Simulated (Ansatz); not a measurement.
## Run report: Si2NH7O, geometry relaxation (part 1 of 2)

- system: Si2NH7O
- method: RKS r2SCAN-D4/6-31G (Ansatz 0.2.0)

It belongs to a series of runs on one base structure; here: start relaxed. Figures and captions count atoms from 1; the log counts them from 0 in places.

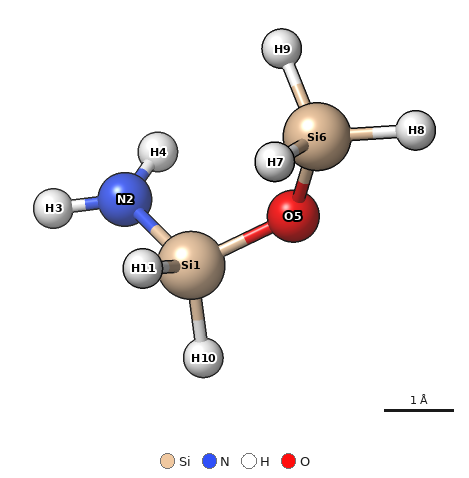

**Figure 1.** The input geometry (ball-and-stick view, seen at a tilt; atoms are numbered from 1 in the order of the input). Bond lengths as drawn: H–N 1.06 Å, H–Si 1.46 Å, N–Si 1.82 Å and O–Si 1.68 Å.

The input
```yaml
crystal:
  periodic: [false, false, false]
  atoms:
    - { symbol: Si, position_ang: [0.0, 0.0, 0.0] }
    - { symbol: "N", position_ang: [0.0, 0.0, 1.82] }
    - { symbol: H, position_ang: [-0.877, -0.2713, 2.35] }
    - { symbol: H, position_ang: [0.877, 0.2713, 2.35] }
    - { symbol: O, position_ang: [1.5842, 0.0, -0.5594] }
    - { symbol: Si, position_ang: [2.4906, -1.3762, -0.8866] }
    - { symbol: H, position_ang: [1.6598, -2.3521, -1.5857] }
    - { symbol: H, position_ang: [3.6318, -1.0202, -1.7249] }
    - { symbol: H, position_ang: [2.9691, -1.9538, 0.366] }
    - { symbol: H, position_ang: [-0.6877, 1.1914, -0.4862] }
    - { symbol: H, position_ang: [-0.6877, -1.1914, -0.4862] }
basis:
  gaussian: { orbitals: "6-31G" }
hamiltonian:
  xc: r2scan
  dispersion: d4
relax:
  f_tol: 0.02
  max_steps: 40
output:
  orbitals: {}
```

Launched with:
```bash
ansatz run input.yaml --threads 1 --pin off --max-ram 2048MiB --backend cpu --events-out ev --progress --plain --runs-dir out
```

Output
```
The last accepted step is kept in [file] (removed where the run ends without a failure and the disk answers)
Engine: ansatz 0.2.0, aarch64-unknown-linux-gnu
Functional definition: r2SCAN
  parameter k0 = 0.174
  parameter k1 = 0.065
  parameter a1 = 4.9479
  exchange = r2scan_x(k0 = k0, k1 = k1, a1 = a1)
  correlation = r2scan_c
766 factors; integrals over basis functions are off by at most 1.7e-4 eV
mean field evaluation 1: about -19390.4564 eV, gradient 7.2e1 eV
mean field evaluation 2: about -19357.0268 eV, gradient 1.4e2 eV
mean field evaluation 4: about -19400.0195 eV, gradient 1.3e1 eV
mean field evaluation 8: about -19400.3512 eV, gradient 7.2e-2 eV
mean field -19400.35119116 eV, -712.9497562448 hartree, gradient 9.4e-6 eV, S^2 0.000000; 0 other end points of the search recorded, 0 dependent functions left out
the calculation of the forces begins
reference -19400.35120254 eV, -712.9497566628 hartree; 25, 25 occupied and 33, 33 virtual orbitals, 766 factors
relax step   1: F+E_penalty+E_count = -19400.40589452 eV  Δ(F+E_penalty+E_count) = +0.000e0 eV  max|allowed force component| = 2.434e0 eV/Å  Δτ_max = 0.0000 Å  (23 SCF iters, accepted)
these checks for a lower state are left out or cut short: starts, cluster_reference, orbital_swaps, neighbouring_geometries, increment
766 factors; integrals over basis functions are off by at most 1.6e-4 eV
mean field evaluation 16: about -19400.6123 eV, gradient 5.3e0 eV
mean field -19400.72345963 eV, -712.9634368586 hartree, gradient 2.4e-5 eV, S^2 0.000000; 0 other end points of the search recorded, 0 dependent functions left out
[... from here on the field's lines of each further geometry are left out, up to the last ...]
relax step   2: F+E_penalty+E_count = -19400.77811360 eV  Δ(F+E_penalty+E_count) = -3.722e-1 eV  max|allowed force component| = 1.175e0 eV/Å  Δτ_max = 0.1303 Å  (26 SCF iters, accepted)
relax step   3: F+E_penalty+E_count = -19400.89553424 eV  Δ(F+E_penalty+E_count) = -1.174e-1 eV  max|allowed force component| = 2.755e-1 eV/Å  Δτ_max = 0.1953 Å  (27 SCF iters, accepted)
relax step   4: F+E_penalty+E_count = -19400.97276480 eV  Δ(F+E_penalty+E_count) = -7.723e-2 eV  max|allowed force component| = 3.013e-1 eV/Å  Δτ_max = 0.2000 Å  (25 SCF iters, accepted)
relax step   5: F+E_penalty+E_count = -19400.99006464 eV  Δ(F+E_penalty+E_count) = -1.730e-2 eV  max|allowed force component| = 1.077e0 eV/Å  Δτ_max = 0.1968 Å  (26 SCF iters, accepted)
relax step   6: F+E_penalty+E_count = -19401.05482964 eV  Δ(F+E_penalty+E_count) = -6.476e-2 eV  max|allowed force component| = 3.951e-1 eV/Å  Δτ_max = 0.1969 Å  (27 SCF iters, accepted)
relax step   7: F+E_penalty+E_count = -19401.04487218 eV  Δ(F+E_penalty+E_count) = +9.957e-3 eV  max|allowed force component| = 4.753e-1 eV/Å  Δτ_max = 0.2000 Å  (26 SCF iters, rejected (line search))
relax step   8: F+E_penalty+E_count = -19401.07229954 eV  Δ(F+E_penalty+E_count) = -1.747e-2 eV  max|allowed force component| = 3.219e-2 eV/Å  Δτ_max = 0.1000 Å  (26 SCF iters, accepted)
relax step   9: F+E_penalty+E_count = -19401.07400453 eV  Δ(F+E_penalty+E_count) = -1.705e-3 eV  max|allowed force component| = 3.581e-2 eV/Å  Δτ_max = 0.0812 Å  (25 SCF iters, accepted)
relax step  10: F+E_penalty+E_count = -19401.07434908 eV  Δ(F+E_penalty+E_count) = -3.446e-4 eV  max|allowed force component| = 6.939e-2 eV/Å  Δτ_max = 0.0788 Å  (25 SCF iters, accepted)
relax step  11: F+E_penalty+E_count = -19401.07413318 eV  Δ(F+E_penalty+E_count) = +2.159e-4 eV  max|allowed force component| = 3.441e-2 eV/Å  Δτ_max = 0.0751 Å  (25 SCF iters, rejected (line search))
relax step  12: F+E_penalty+E_count = -19401.07462380 eV  Δ(F+E_penalty+E_count) = -2.747e-4 eV  max|allowed force component| = 2.429e-2 eV/Å  Δτ_max = 0.0367 Å  (25 SCF iters, accepted)
relax step  13: F+E_penalty+E_count = -19401.07473573 eV  Δ(F+E_penalty+E_count) = -1.119e-4 eV  max|allowed force component| = 2.995e-2 eV/Å  Δτ_max = 0.0264 Å  (26 SCF iters, accepted)
relax step  14: F+E_penalty+E_count = -19401.05763957 eV  Δ(F+E_penalty+E_count) = +1.710e-2 eV  max|allowed force component| = 3.080e-1 eV/Å  Δτ_max = 0.1124 Å  (25 SCF iters, rejected (line search))
relax step  15: F+E_penalty+E_count = -19401.07498614 eV  Δ(F+E_penalty+E_count) = -2.504e-4 eV  max|allowed force component| = 4.091e-3 eV/Å  Δτ_max = 0.0151 Å  (21 SCF iters, accepted)
relax step  16: F+E_penalty+E_count = -19401.07486694 eV  Δ(F+E_penalty+E_count) = +1.192e-4 eV  max|allowed force component| = 4.358e-2 eV/Å  Δτ_max = 0.0745 Å  (25 SCF iters, rejected (line search))
relax step  17: F+E_penalty+E_count = -19401.07483777 eV  Δ(F+E_penalty+E_count) = +1.484e-4 eV  max|allowed force component| = 4.547e-2 eV/Å  Δτ_max = 0.0114 Å  (22 SCF iters, rejected (line search))
relax step  18: F+E_penalty+E_count = -19401.07501851 eV  Δ(F+E_penalty+E_count) = -3.238e-5 eV  max|allowed force component| = 3.042e-3 eV/Å  Δτ_max = 0.0055 Å  (20 SCF iters, accepted)
relax step  19: F+E_penalty+E_count = -19401.07509532 eV  Δ(F+E_penalty+E_count) = -7.681e-5 eV  max|allowed force component| = 3.425e-2 eV/Å  Δτ_max = 0.0367 Å  (26 SCF iters, accepted)
relax step  20: F+E_penalty+E_count = -19401.07475917 eV  Δ(F+E_penalty+E_count) = +3.362e-4 eV  max|allowed force component| = 4.901e-2 eV/Å  Δτ_max = 0.0090 Å  (20 SCF iters, rejected (line search))
the calculation of the forces begins
reference -19401.02258297 eV, -712.9744294388 hartree; 25, 25 occupied and 33, 33 virtual orbitals, 766 factors
relax step  21: F+E_penalty+E_count = -19401.07516627 eV  Δ(F+E_penalty+E_count) = -7.095e-5 eV  max|allowed force component| = 6.139e-3 eV/Å  Δτ_max = 0.0045 Å  (20 SCF iters, accepted)
766 factors; integrals over basis functions are off by at most 1.6e-4 eV
mean field evaluation 160: about -19401.0226 eV, gradient 8.3e-2 eV
```

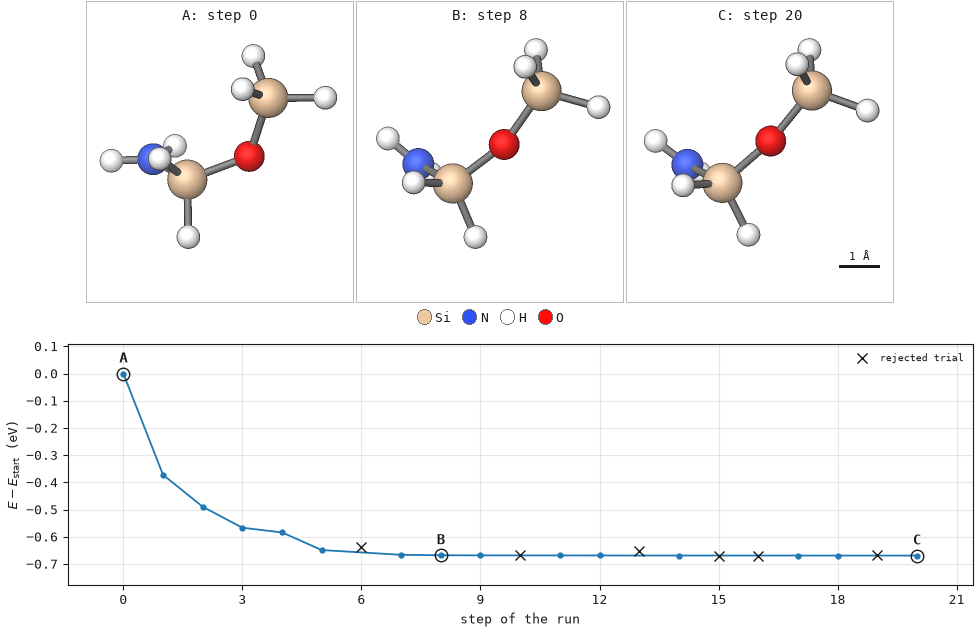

**Figure 2.** Frames of the relaxation (ball-and-stick view, seen at a tilt) above the curves, on which the letters mark them (the first geometry is step 0 here and step 1 in the log).

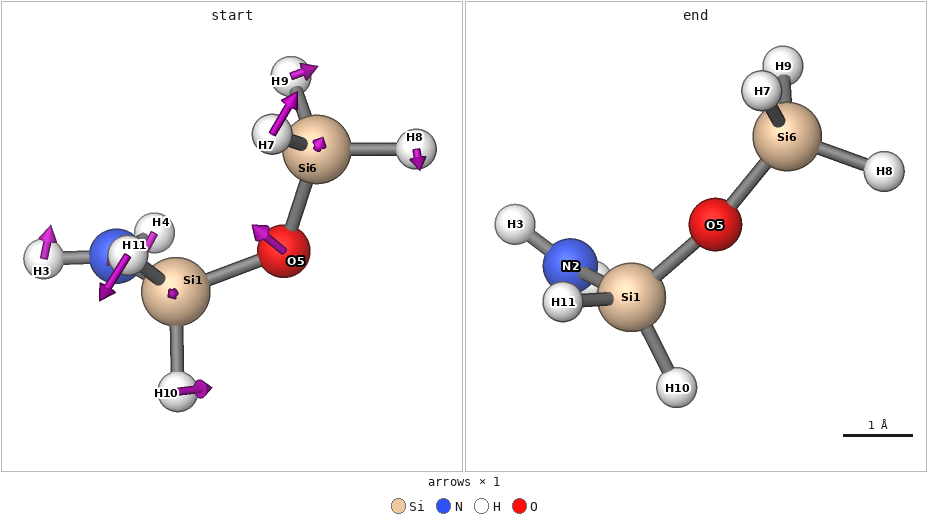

**Figure 3.** Before (left) and after (right) the relaxation, at one scale (ball-and-stick view, seen at a tilt). The pink arrows give the displacements, at true length. The energy falls by 0.669 eV in 20 geometry steps. Largest force component: 2.4 eV/Å at the start, 0.0061 eV/Å at the end. The line search rejected the trial steps at points 6, 10, 13, 15, 16, 19 (counted from 0) and went back. The largest move after the best rigid fit is that of H11, 0.81 Å. Largest moves by element: H 0.81 Å, O 0.75 Å, Si 0.24 Å, N 0.20 Å. Among the contacts that change: Si1–N2 1.820 → 1.751 Å, N2–H3 1.060 → 1.009 Å, Si6–H7 1.460 → 1.507 Å, Si1–H10 1.459 → 1.500 Å. Among the angles that change: Si1–O5–Si6 125.0° → 168.9°, N2–Si1–O5 109.4° → 116.0°, H3–N2–H4 120.0° → 113.8°. (Atoms are counted from 1 in the order of the input.)

```
mean field -19401.02257158 eV, -712.9744290202 hartree, gradient 7.0e-6 eV, S^2 0.000000; 1 other end points of the search recorded, 0 dependent functions left out
the calculation of the forces begins
reference -19401.02258297 eV, -712.9744294388 hartree; 25, 25 occupied and 33, 33 virtual orbitals, 766 factors
Total energy: -19401.07517766 eV, -712.9763622580 hartree
Atom 0 at    -0.116664     0.066582     0.102349 Å, force     0.000342     0.000529    -0.002917 eV/Å
Atom 1 at    -0.188207     0.074510     1.851586 Å, force     0.000074    -0.000435     0.006139 eV/Å
Atom 2 at    -0.573659    -0.689352     2.386687 Å, force     0.000951     0.001485    -0.000896 eV/Å
Atom 3 at     0.261651     0.780835     2.414777 Å, force    -0.001342    -0.001407    -0.001213 eV/Å
Atom 4 at     1.247008    -0.664526    -0.580747 Å, force    -0.000001    -0.001653    -0.001890 eV/Å
Atom 5 at     2.619085    -1.559826    -0.979884 Å, force    -0.001117    -0.001118     0.001153 eV/Å
Atom 6 at     2.227314    -2.827488    -1.693947 Å, force     0.000172     0.000004    -0.000611 eV/Å
Atom 7 at     3.510039    -0.751617    -1.884099 Å, force     0.000417     0.000259    -0.000240 eV/Å
Atom 8 at     3.394061    -1.928805     0.259655 Å, force     0.000692     0.001129     0.000433 eV/Å
Atom 9 at    -0.104419     1.498143    -0.345006 Å, force     0.000267     0.001388     0.000183 eV/Å
Atom 10 at    -1.316108    -0.700756    -0.374371 Å, force    -0.000455    -0.000180    -0.000141 eV/Å
Dipole moment:     0.022145    -0.045303     0.325256 e Å
```

Trajectory as extended XYZ (Å, eV, eV/Å), 19 of the 21 frames kept, from step=1 to step=21
```
11
Properties=species:S:1:pos:R:3:forces:R:3 step=1 energy=-19400.40589
Si    0.0000    0.0000    0.0000   -0.6435   0.7763   2.4337
N     0.0000    0.0000    1.8200    0.1100  -0.2360   0.1873
H    -0.8770   -0.2713    2.3500    1.9557   0.5426  -0.6826
H     0.8770    0.2713    2.3500   -1.9459  -0.5015  -0.7370
O     1.5842    0.0000   -0.5594   -0.0148   0.7174  -0.0518
Si    2.4906   -1.3762   -0.8866    0.8879  -0.2972  -0.2351
H     1.6598   -2.3521   -1.5857   -0.4955  -0.6545  -0.4191
H     3.6318   -1.0202   -1.7249    0.5632   0.2092  -0.4150
H     2.9691   -1.9538    0.3660    0.3124  -0.4242   0.7084
H    -0.6877    1.1914   -0.4862   -0.2450   0.6945  -0.4861
H    -0.6877   -1.1914   -0.4862   -0.4846  -0.8266  -0.3027
11
Properties=species:S:1:pos:R:3:forces:R:3 step=2 energy=-19400.77811
Si   -0.0482    0.0488    0.0201   -0.2667   0.0886   1.1747
N     0.0088   -0.0294    1.8099   -0.0279   0.0322  -0.3534
H    -0.7846   -0.3619    2.3652    0.6813   0.1878  -0.2356
H     0.8177    0.3351    2.3228   -0.6934  -0.2050  -0.2158
O     1.5506   -0.0196   -0.5559    0.0433   0.2065  -0.0897
Si    2.5137   -1.3900   -0.8792    0.3460  -0.1689  -0.0798
H     1.6907   -2.4129   -1.5927   -0.1219  -0.2007  -0.1380
H     3.6682   -0.9983   -1.7307    0.1402   0.1114  -0.1039
H     3.0121   -1.9955    0.3905    0.1192  -0.0972   0.2015
H    -0.6892    1.2818   -0.5225    0.0565   0.2122  -0.1208
H    -0.7797   -1.1605   -0.4706   -0.2767  -0.1668  -0.0393
11
Properties=species:S:1:pos:R:3:forces:R:3 step=3 energy=-19400.89553
Si   -0.0881    0.0535    0.0469   -0.0625   0.1017  -0.1620
N    -0.0107   -0.0257    1.7975   -0.0889  -0.0164  -0.2508
H    -0.7366   -0.4231    2.3670   -0.0547  -0.1638   0.1065
H     0.7480    0.3940    2.3049    0.0939   0.1520   0.1645
O     1.5154   -0.0784   -0.5631   -0.0809  -0.2755  -0.0327
Si    2.5498   -1.4210   -0.8854    0.0142   0.0752  -0.0420
H     1.7638   -2.4906   -1.6198    0.1036   0.0520   0.0630
H     3.6912   -0.9462   -1.7435   -0.0923  -0.0161   0.0591
H     3.1005   -2.0131    0.3927   -0.0314   0.0350  -0.0792
H    -0.6125    1.3560   -0.5206    0.1280  -0.1546   0.0577
H    -0.9607   -1.1077   -0.4196    0.0711   0.2105   0.1160
11
Properties=species:S:1:pos:R:3:forces:R:3 step=4 energy=-19400.97276
Si   -0.1158    0.0881    0.0482    0.1103  -0.1095  -0.1756
N    -0.0388   -0.0095    1.7909   -0.2681  -0.0519   0.3013
H    -0.6443   -0.5999    2.3526    0.2302   0.1426  -0.2275
H     0.6384    0.5201    2.3195   -0.0617   0.0308   0.0922
O     1.4588   -0.1753   -0.5826   -0.0510  -0.2764  -0.1818
Si    2.5648   -1.4526   -0.8983   -0.0799   0.1175   0.0330
H     1.8758   -2.5924   -1.6215    0.0370   0.0884   0.0261
H     3.6713   -0.9041   -1.7544   -0.0431  -0.0291   0.0223
H     3.1523   -2.0073    0.3783   -0.0160   0.0470  -0.0339
H    -0.5027    1.4314   -0.5241    0.0468  -0.1503   0.1296
H    -1.0997   -1.0009   -0.3515    0.0955   0.1908   0.0144
11
Properties=species:S:1:pos:R:3:forces:R:3 step=5 energy=-19400.99007
Si   -0.1122    0.0923    0.0572    0.1139  -0.0166  -0.2114
N    -0.0685    0.0158    1.8034   -0.3124  -0.3981   1.0242
H    -0.5545   -0.7351    2.3382    0.7394   1.0769  -0.6438
H     0.5055    0.6589    2.3616   -0.5162  -0.5699  -0.2548
O     1.4255   -0.2567   -0.6223   -0.1955  -0.1980  -0.0707
Si    2.5810   -1.4851   -0.9149   -0.1013   0.1171  -0.0290
H     1.9412   -2.6504   -1.6387    0.0437   0.0365   0.0506
H     3.6632   -0.9027   -1.7768    0.0009  -0.0217   0.0109
H     3.1880   -1.9889    0.3720   -0.0172   0.0032  -0.0246
H    -0.4280    1.4605   -0.4861    0.0487  -0.0888   0.1431
H    -1.1811   -0.9109   -0.3365    0.1958   0.0595   0.0055
11
Properties=species:S:1:pos:R:3:forces:R:3 step=7 energy=-19401.04487 accepted=F
Si   -0.0967    0.0930    0.0870   -0.1831  -0.3092  -0.0477
N    -0.1457    0.0278    1.8330    0.1559   0.4753  -0.2773
H    -0.4554   -0.7620    2.3690   -0.0536  -0.1335   0.1010
H     0.2047    0.8060    2.3651    0.0722  -0.0243   0.3506
O     1.3176   -0.4705   -0.6610   -0.1219   0.0506   0.0617
Si    2.5870   -1.5367   -0.9681    0.2760  -0.0615  -0.0580
H     2.1049   -2.7755   -1.6777   -0.0375  -0.0135   0.0075
H     3.5982   -0.8461   -1.8387   -0.0035  -0.0051  -0.0238
H     3.2731   -1.9514    0.3098   -0.0333  -0.0178   0.0130
H    -0.1977    1.5263   -0.3436   -0.1004  -0.0545   0.0776
H    -1.2301   -0.8132   -0.3178    0.0291   0.0936  -0.2047
```
